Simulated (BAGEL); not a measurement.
# NO+ (SMILES N#[O+]) at PBE0/aug-cc-pVTZ (density fitting with qzvpp-jkfit)

What is the energy change on altering one bond length of NO+ at PBE0/aug-cc-pVTZ (density fitting with qzvpp-jkfit)? 

The results are computed with BAGEL 1.2.2.

2 further runs of the same task are left out: 2 set aside as unsound or not needed. Runs told in other sessions of the task aren't counted.

**1. The system as given**

The species is NO+ (2 atoms), meant as a singlet with charge +1. SMILES: `N#[O+]`. Geometry: the measured bond length.

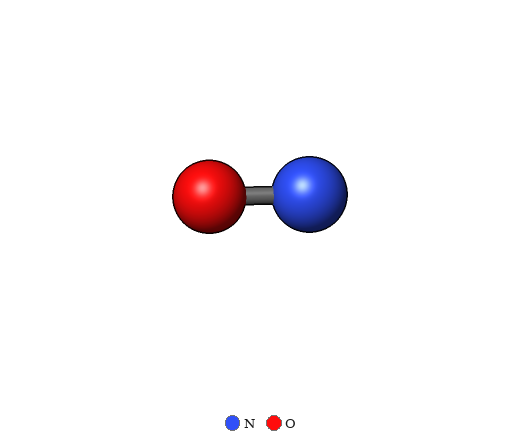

The structure, seen from a chosen angle (nitrogen blue, oxygen red).

**2. A single-point energy at PBE0/aug-cc-pVTZ (density fitting with qzvpp-jkfit)**

job.json reads:

```json
{ "bagel": [

{
  "title": "molecule",
  "basis": "aug-cc-pvtz.json",
  "df_basis": "qzvpp-jkfit",
  "angstrom": true,
  "geometry": [
    { "atom": "N", "xyz": [       0.000000,       0.000000,       0.000000 ] },
    { "atom": "O", "xyz": [       0.000000,       0.000000,       1.063220 ] }
  ]
},

{
  "title": "ks",
  "xc_func": "pbe0",
  "charge": 1
},

{
  "title": "print",
  "file": "orbitals.molden",
  "orbitals": true
}

]}
```

The basis set aug-cc-pVTZ is read from a file made from the Basis Set Exchange's data (not shown).

Started as:

```console
BAGEL_NUM_THREADS=1 BAGEL job.json > job.out
```

Standard output:

```text
* using 1 threads per process

  ===============================================================
  ===============================================================

  *** Geometry ***

  { "atom" : "N", "xyz" : [      0.000000,      0.000000,      0.000000 ] },
  { "atom" : "O", "xyz" : [      0.000000,      0.000000,      2.009195 ] },

  Number of auxiliary basis functions:      154

  Since a DF basis is specified, we compute 2- and 3-index integrals:
    o Being stored without compression. Storage requirement is 0.010 GB

  Number of basis functions:       92
  Number of electrons      :       15

    * METHOD: MOLECULE                             0.07

  *** Kohn-Sham DFT ***

    * Removing 2041 points whose weight is below 1.00e-10
    * Grid points: 27771

  === Nuclear Repulsion ===
    27.8718645224

       - DIIS with orbital gradients will be used.

  === KS iteration (pbe0 / aug-cc-pvtz.json) ===
      0       -110.09693613          0.13945841           0.14
      1       -115.32944403          0.21204061           0.12
      2       -115.63752413          0.13771971           0.11
      3       -124.73576510          0.12536063           0.11
      4       -128.69282731          0.06705693           0.11
      5       -127.71368881          0.09458318           0.11
      6       -127.98950995          0.08807663           0.17
      7       -128.68739906          0.06934694           0.08
      8       -129.43996852          0.00842720           0.08
      9       -129.45058303          0.00137084           0.08
     10       -129.45089311          0.00011733           0.08
     11       -129.45089548          0.00001651           0.08
     12       -129.45089553          0.00000039           0.08
     13       -129.45089553          0.00000014           0.08
     14       -129.45089553          0.00000001           0.09
    * SCF iteration converged.

    * Permanent dipole moment:
           (    0.000000,    -0.000000,     0.154150) a.u.

    * METHOD: KS                                   1.75

    * METHOD: PRINT                                0.02

  ===============================================================
```

Wall time 2.2 s (1 thread of Intel Xeon Platinum 8259CL at 2.50GHz (Skylake/Cascade Lake), shared host); peak memory 0.16 GiB.

**3. The distorted shape, same level**

job.json reads:

```json
{ "bagel" : [

{
  "title" : "molecule",
  "basis" : "aug-cc-pvtz.json",
  "df_basis" : "qzvpp-jkfit",
  "angstrom" : true,
  "geometry" : [
    { "atom" : "N", "xyz" : [       0.000000,       0.000000,      -0.159480 ] },
    { "atom" : "O", "xyz" : [       0.000000,       0.000000,       1.063220 ] }
  ]
},

{
  "title" : "ks",
  "xc_func" : "pbe0",
  "charge" : 1
},

{
  "title" : "print",
  "file" : "orbitals.molden",
  "orbitals" : true
}

]}
```

The basis set aug-cc-pVTZ is read from a file made from the Basis Set Exchange's data (not shown).

Started as:

```console
BAGEL_NUM_THREADS=1 BAGEL job.json > job.out
```

Standard output:

```text
* using 1 threads per process

  ===============================================================
  ===============================================================

  *** Geometry ***

  { "atom" : "N", "xyz" : [      0.000000,      0.000000,     -0.301374 ] },
  { "atom" : "O", "xyz" : [      0.000000,      0.000000,      2.009195 ] },

  Number of auxiliary basis functions:      154

  Since a DF basis is specified, we compute 2- and 3-index integrals:
    o Being stored without compression. Storage requirement is 0.010 GB

  Number of basis functions:       92
  Number of electrons      :       15

    * METHOD: MOLECULE                             0.09

  *** Kohn-Sham DFT ***

    * Removing 1845 points whose weight is below 1.00e-10
    * Grid points: 27967

  === Nuclear Repulsion ===
    24.2364633986

       - DIIS with orbital gradients will be used.

  === KS iteration (pbe0 / aug-cc-pvtz.json) ===
      0       -110.84204218          0.12398944           0.13
      1       -114.70708508          0.17959667           0.12
      2       -114.28745800          0.12516023           0.10
      3       -123.77336820          0.11969210           0.10
      4       -128.64834239          0.06361532           0.10
      5       -126.01689283          0.11160454           0.10
      6       -128.04513087          0.08417251           0.17
      7       -126.20750689          0.11184103           0.10
      8       -129.29693882          0.02235877           0.10
      9       -129.37812772          0.00874312           0.10
     10       -129.39038463          0.00057942           0.10
     11       -129.39043791          0.00005443           0.09
     12       -129.39043838          0.00000867           0.10
     13       -129.39043839          0.00000036           0.10
     14       -129.39043839          0.00000018           0.09
     15       -129.39043839          0.00000001           0.10
     16       -129.39043839          0.00000000           0.09
    * SCF iteration converged.

    * Permanent dipole moment:
           (   -0.000000,    -0.000000,     0.296238) a.u.

    * METHOD: KS                                   2.07

    * METHOD: PRINT                                0.02

  ===============================================================
```

Wall time 2.5 s (1 thread of Intel Xeon Platinum 8259CL at 2.50GHz (Skylake/Cascade Lake), shared host); peak memory 0.16 GiB.

**4. Results**

Level: PBE0/aug-cc-pVTZ (density fitting with qzvpp-jkfit).

| quantity | value |
| --- | --- |
| first shape: total energy | -129.45090 Eh |
| first shape: HOMO energy | -25.31 eV |
| first shape: LUMO energy | -13.03 eV |
| first shape: HOMO–LUMO gap | 12.28 eV |
| distorted shape: total energy | -129.39044 Eh |
| distorted shape: HOMO energy | -24.93 eV |
| distorted shape: LUMO energy | -14.71 eV |
| distorted shape: HOMO–LUMO gap | 10.22 eV |
| energy change with the N1–O2 bond stretched from 1.063 to 1.223 Å | 1.645 eV |

With the N1–O2 bond stretched from 1.063 to 1.223 Å the energy rises by 1.65 eV (159 kJ/mol). The first shape isn't relaxed at this level, so the change isn't measured from a minimum.
